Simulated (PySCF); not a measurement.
```csv
atom,x (Å),y (Å),z (Å)
C,-1.7077,-1.8820,0.8956
C,-1.3046,-0.7371,0.3603
C,-2.1022,-0.0051,-0.6734
P,0.2996,-0.0694,0.9761
C,0.0066,1.7490,0.8215
C,1.2522,-0.3333,-0.6294
C,2.7011,-0.0204,-0.3824
F,3.4847,-0.3350,-1.4322
F,3.1953,-0.6863,0.6692
F,2.9164,1.2833,-0.1422
H,-2.6275,-2.3632,0.6017
H,-1.1265,-2.3795,1.6542
H,-1.4961,0.2319,-1.5466
H,-2.4881,0.9282,-0.2658
H,-2.9462,-0.6122,-0.9941
H,-0.2772,2.0428,-0.1872
H,0.9173,2.2718,1.1071
H,-0.7788,2.0236,1.5236
H,0.8957,0.2903,-1.4516
H,1.1808,-1.3868,-0.9074
```

Geometry: GFN2-xTB.

Computed with PySCF, PBE0/pcSseg-1, SCF density, gas phase, non-relativistic.

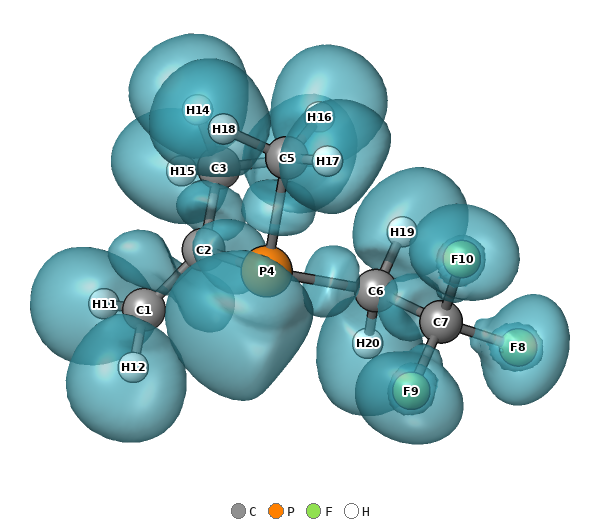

C6H10F3P (SMILES C=C(C)P(C)CC(F)(F)F). Isosurface of the ELF at 0.75 (cyan), seen at a tilt. Only the valence region is drawn (cores and ρ < 0.01 e/Å³ removed).

Where are the electrons localised?

Answer. At this value the surface marks out three regions between bonded C–C atoms (shared pairs), three regions between bonded C–P atoms (shared pairs), ten regions around hydrogen nuclei, three regions on F in which the atom's valence shell and bonds are merged and one lobe on P, pointing away from the bonds (lone pairs).

Values along the shortest contacts:
C–C (1.33 Å): the ELF peaks at about 0.95 between the atoms: a multiple bond. C–F (1.34 Å): the ELF peaks at about 0.85 between the atoms; a polar covalent bond.
